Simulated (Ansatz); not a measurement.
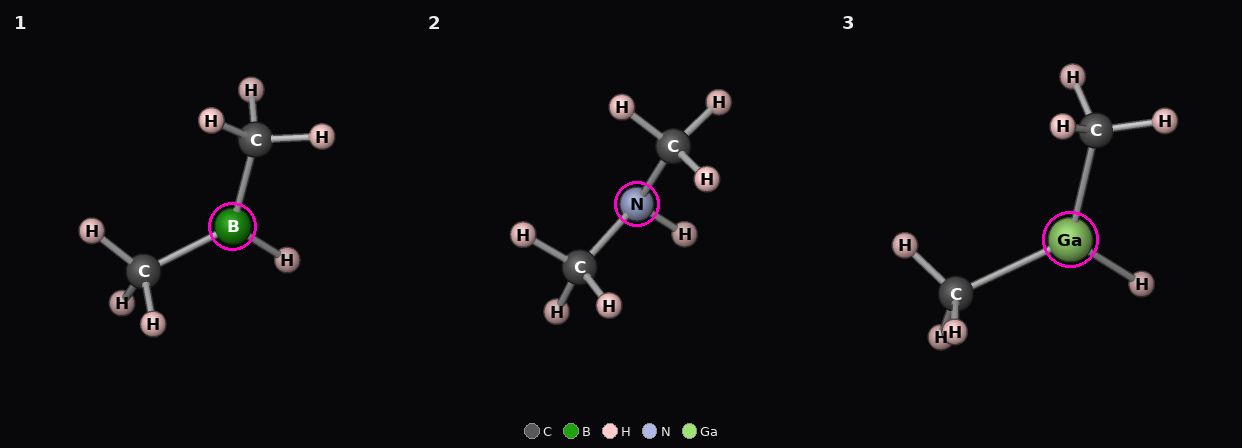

3 molecules with one skeleton, seen from the same side and at one scale; the atom that differs is circled. Charge 0, singlet. Computed geometries: PBE0-D4/def2-TZVP optimisations, one conformation each. Properties computed with Ansatz 0.2.0.

One atom differs, called X below: B in panel 1, N in panel 2, Ga in panel 3. Their formulas are C2H7B (`CBC`), C2H7N (`CNC`), C2H7Ga (`[CH3][GaH][CH3]`).

### Rank them by the HOMO energy (Kohn–Sham orbital), lowest first (PBE0-D4/def2-QZVPP).

1 (B), 3 (Ga), 2 (N).

### Rank them by the mean length of X–C, lowest first (PBE0-D4/def2-TZVP).

2 (N), 1 (B), 3 (Ga).

Give the values. With PBE0-D4/def2-TZVP: mean length of X–C (Å), length of X–H (Å), angle C–X–C (°). With PBE0-D4/def2-QZVPP: HOMO energy (Kohn–Sham orbital) (eV), HOMO–LUMO gap (eV). With PBE-D4/def2-TZVPP: dipole moment (D).

```
                            quantity  1 (B)  2 (N)  3 (Ga)
              mean length of X–C (Å)  1.558  1.445   1.971
                   length of X–H (Å)  1.204  1.011   1.579
                     angle C–X–C (°)  123.5  112.8   120.1
HOMO energy (Kohn–Sham orbital) (eV)  −8.65  −6.41   −7.67
                  HOMO–LUMO gap (eV)   8.04   7.16    6.67
                   dipole moment (D)   0.47   0.88    0.65
```
